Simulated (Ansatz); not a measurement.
# One shape, several levels: BHClO (SMILES O[B]Cl)

Wanted: a comparison of 6 runs (UB3LYP/STO-3G, UCAM-B3LYP/STO-3G, UHSE06/STO-3G, UPBE/STO-3G, UMP2/STO-3G, UCCSD/STO-3G) of BHClO. 

The calculation is run with Ansatz 0.2.0.

62 further runs of the same task are left out: 62 set aside as unsound or not needed.

## Step 1: The system as given

BHClO: 4 atoms, total charge 0, spin state doublet. SMILES: `O[B]Cl`. The H4–O1 distance was set to 2.403 Å, away from the relaxed value. At this shape a bond of the SMILES string is far longer than usual.

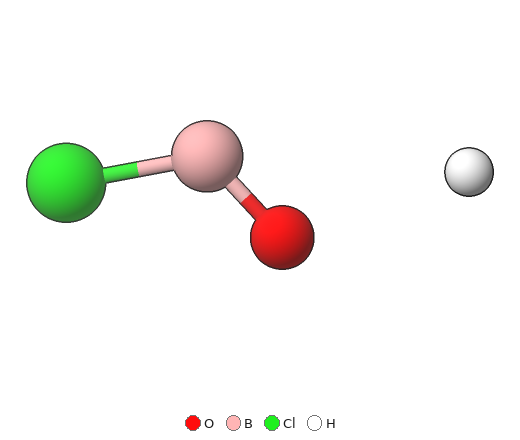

The structure, seen from a chosen angle (oxygen red, boron pink, chlorine green, hydrogen white).

## Step 2: The energy at UB3LYP/STO-3G (run 1)

run.yaml reads:

```yaml
crystal:
  periodic: [false, false, false]
  atoms:
    - symbol: O
      position_ang: [0.618499, -1.031529, 0.171487]
    - symbol: B
      position_ang: [-0.357001, -1.157029, 1.073387]
    - symbol: Cl
      position_ang: [-0.484301, -2.545829, 2.113687]
    - symbol: H
      position_ang: [0.497000, 1.006200, -1.096500]
basis:
  gaussian:
    orbitals: STO-3G
magnetization:
  spin_polarized: true
  initial_magnetization: 1
hamiltonian:
  xc: {name: B3LYP}
accuracy: high
```

Started as:

```console
$ ansatz run run.yaml --threads 1 --pin off --max-ram 2610MiB --events-out events.jsonl --progress --plain --runs-dir runs
```

Output:

```text
Warning: RAYON_NUM_THREADS=1 ignored (pool sized by the plan → 1); use --threads N
Functional definition: B3LYP
  name "B3LYP"
  parameter a0 = 0.2
  parameter ax = 0.72
  parameter ac = 0.81
  exchange = (1 - a0 - ax)*slater_x + ax*b88_x + a0*exact_x
  correlation = (1 - ac)*vwn_rpa_c + ac*lyp_c
344 factors; integrals over basis functions are off by at most 2.8e-8 eV
mean field evaluation 1: about -15081.2558 eV, gradient 2.4e1 eV
mean field evaluation 2: about -15035.5013 eV, gradient 9.0e1 eV
mean field evaluation 4: about -15085.5141 eV, gradient 1.5e0 eV
mean field evaluation 8: about -15085.5014 eV, gradient 4.9e-2 eV
mean field evaluation 16: about -15085.5026 eV, gradient 4.7e-4 eV
mean field evaluation 32: about -15085.4442 eV, gradient 8.9e-1 eV
mean field -15085.50256475 eV, -554.3819939338 hartree, gradient 9.9e-9 eV, S^2 0.753174; 2 other end points of the search recorded, 0 dependent functions left out
reference -15085.50259219 eV, -554.3819949419 hartree; 16, 15 occupied and 4, 5 virtual orbitals, 344 factors
Total energy: -15085.50259219 eV, -554.3819949419 hartree
```

It took 2.1 s on 1 thread of Arm Neoverse V1, shared host; peak memory 0.12 GiB.

## Step 3: The energy at UCAM-B3LYP/STO-3G (run 2)

molecule.yaml reads:

```yaml
crystal:
  periodic: [false, false, false]
  atoms:
    - {symbol: O, position_ang: [0.618499, -1.031529, 0.171487]}
    - {symbol: B, position_ang: [-0.357001, -1.157029, 1.073387]}
    - {symbol: Cl, position_ang: [-0.484301, -2.545829, 2.113687]}
    - {symbol: H, position_ang: [0.497000, 1.006200, -1.096500]}
basis:
  gaussian: {orbitals: STO-3G}
magnetization: {spin_polarized: true, initial_magnetization: 1}
hamiltonian: {xc: {name: CAM-B3LYP}}
accuracy: high
```

Started as:

```console
$ ansatz run molecule.yaml --threads 1 --pin off --max-ram 2610MiB --events-out events.jsonl --progress --plain --runs-dir runs
```

Output:

```text
Warning: RAYON_NUM_THREADS=1 ignored (pool sized by the plan → 1); use --threads N
Functional definition: CAM-B3LYP
  name "CAM-B3LYP"
  parameter alpha = 0.19
  parameter beta = 0.46
  parameter omega = 0.33/bohr
  parameter ac = 0.81
  exchange = (1 - alpha - beta)*b88_x + beta*b88_x_sr(omega) + alpha*exact_x + beta*exact_x_lr(omega)
  correlation = (1 - ac)*vwn5_c + ac*lyp_c
344 factors; integrals over basis functions are off by at most 2.8e-8 eV
155 factors; integrals over basis functions are off by at most 8.1e-10 eV
mean field evaluation 1: about -15078.1748 eV, gradient 2.7e1 eV
mean field evaluation 2: about -15049.2482 eV, gradient 8.1e1 eV
mean field evaluation 4: about -15083.6707 eV, gradient 1.9e0 eV
mean field evaluation 8: about -15083.6600 eV, gradient 4.6e-2 eV
mean field evaluation 16: about -15083.6621 eV, gradient 6.0e-3 eV
mean field -15083.66210124 eV, -554.3143581473 hartree, gradient 2.9e-8 eV, S^2 0.763554; 2 other end points of the search recorded, 0 dependent functions left out
reference -15083.66211454 eV, -554.3143586360 hartree; 16, 15 occupied and 4, 5 virtual orbitals, 344 factors
Total energy: -15083.66211454 eV, -554.3143586360 hartree
```

Run time: 2.7 s. Hardware: 1 thread of Arm Neoverse V1, shared host; peak memory 0.12 GiB.

Runs 3 to 5 aren't shown in full; the table further down has their settings and results.

## Step 4: A single-point energy at UCCSD/STO-3G (run 6)

run.yaml reads:

```yaml
crystal:
  periodic: [false, false, false]
  atoms:
    - {symbol: O, position_ang: [0.618499, -1.031529, 0.171487]}
    - {symbol: B, position_ang: [-0.357001, -1.157029, 1.073387]}
    - {symbol: Cl, position_ang: [-0.484301, -2.545829, 2.113687]}
    - {symbol: H, position_ang: [0.497000, 1.006200, -1.096500]}
basis:
  gaussian: {orbitals: STO-3G}
magnetization: {spin_polarized: true, initial_magnetization: 1}
correlation: {method: ccsd, frozen_orbitals: {B: 1, Cl: 5, H: 0, O: 1}}
accuracy: high
scf: {omitted_lower_state_checks: [cluster_reference, increment]}
```

Started as:

```console
$ ansatz run run.yaml --threads 1 --pin off --max-ram 2610MiB --events-out events.jsonl --progress --plain --runs-dir runs
```

Output:

```text
Warning: RAYON_NUM_THREADS=1 ignored (pool sized by the plan → 1); use --threads N
[... 16 lines left out ...]
7 core orbitals not correlated: weight in the atoms' cores, before any rotation towards them, 1.000 or more for the frozen orbitals, at most 0.000 for the correlated occupied ones
[... 44 lines left out ...]
Total energy: -15059.11395687 eV, -553.4122304809 hartree
Checks for a lower state left out: cluster_reference, increment
```

It took 0.62 s on 1 thread of Arm Neoverse V1, shared host.

## Step 5: All runs side by side

```csv
run,level,frozen core orbitals,energy (Eh),⟨S²⟩,wall time
1,UB3LYP/STO-3G,–,-554.381995,0.753,2.1 s
2,UCAM-B3LYP/STO-3G,–,-554.314359,0.764,2.7 s
3,UHSE06/STO-3G,–,-554.139222,0.767,3.3 s
4,UPBE/STO-3G,–,-554.081731,0.751,1.8 s
5,UMP2/STO-3G,7,-553.352965,1.530,0.44 s
6,UCCSD/STO-3G,7,-553.412230,1.530,0.62 s
```

## Step 6: Results

| quantity | value |
| --- | --- |
| run 6: total energy | -553.41223 Eh |
| run 6: correlation energy (7 core orbitals frozen) | -130.2 mEh |
| run 6: ⟨S²⟩ of the reference determinant | 1.530 |
| run 6: T1 diagnostic | 0.099 |

What this shows: Totals of different functionals can't be ranked against each other. In runs 1, 2, 3, 4, 5, 6 the basis is minimal, so the values are rough. Spin contamination of the reference: run 5 ⟨S²⟩ = 1.53, run 6 ⟨S²⟩ = 1.53. Where it is this large, the reference is a mixture of spin states, and values that rest on it are in doubt. All runs together took 11 s, the longest 3.3 s.
